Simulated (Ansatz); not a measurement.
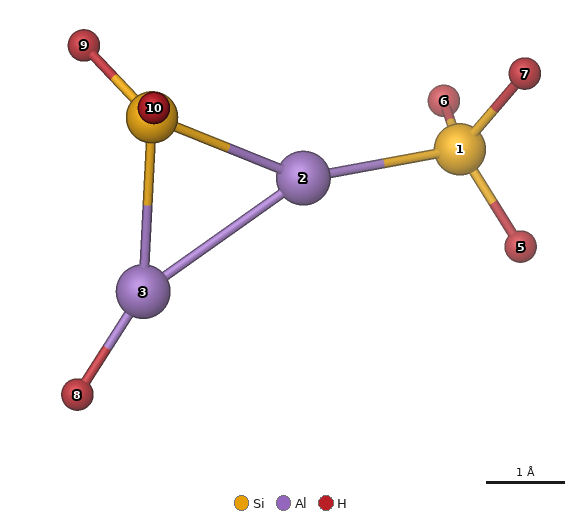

This is the input geometry for a relaxation of Al2Si2H6 (coarse preliminary run). Style: ball-and-stick. Shown from a free direction.

The start comes from a force field.

Theory: RKS PBE-D4/def2-SVP (Ansatz).

Input
```yaml
crystal:
  periodic: [false, false, false]
  atoms:
    - {symbol: Si, position_ang: [-1.448400, 1.189700, -1.578200]}
    - {symbol: Al, position_ang: [-0.001900, 0.002000, -0.245300]}
    - {symbol: Al, position_ang: [0.652300, -2.198300, 0.853400]}
    - {symbol: Si, position_ang: [1.624600, -0.115200, 1.492600]}
    - {symbol: H, position_ang: [-1.932400, 0.395200, -2.738100]}
    - {symbol: H, position_ang: [-2.665000, 1.642500, -0.788500]}
    - {symbol: H, position_ang: [-0.795900, 2.441000, -2.093700]}
    - {symbol: H, position_ang: [0.588300, -3.760500, 1.068200]}
    - {symbol: H, position_ang: [1.088400, 0.327400, 2.863000]}
    - {symbol: H, position_ang: [2.973100, 0.025000, 1.169600]}
basis:
  gaussian: {orbitals: def2-SVP}
hamiltonian: {xc: pbe, dispersion: d4}
relax: {f_tol: 0.03, max_steps: 200}
```

### Predict the outcome.

H9 moves most after the best rigid fit: 1.69 Å. By element the largest moves are H 1.69 Å, Si 0.50 Å, Al 0.47 Å. Some distances before and after: Al2–H9 3.310 → 1.901 Å, Si1–Al2 2.298 → 2.469 Å, Si4–H10 1.394 → 1.520 Å, Al2–Si4 2.383 → 2.472 Å. Among the angles between lasting bonds that change: Al2–Si4–H9 113.5° → 50.3°, Al3–Si4–H10 114.8° → 157.8°, H9–Si4–H10 121.0° → 99.6°. Groups turn about Si1–Al2 by about 30°. After 15 geometry steps the energy has fallen by 24.3 kcal/mol. The largest force component goes from 2.5 to 0.02 eV/Å.

The structure at the end:

```xyz
10

Si   -1.4290    1.2729   -1.4148
Al   -0.1480   -0.4445   -0.1880
Al    0.5222   -2.3973    1.2058
Si    1.8775   -0.4612    1.2296
H    -1.9555    0.6945   -2.7059
H    -2.6169    1.7527   -0.6168
H    -0.5820    2.4733   -1.7562
H     0.8366   -3.9643    1.2888
H     0.6179    0.5290    1.2540
H     2.9602    0.4937    1.7065
```

The end point in the same view:

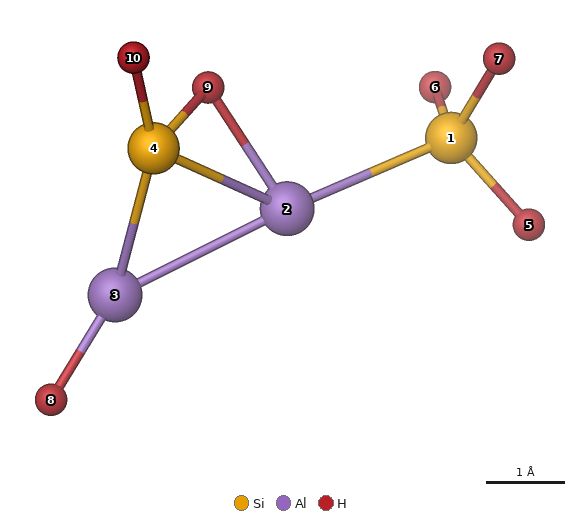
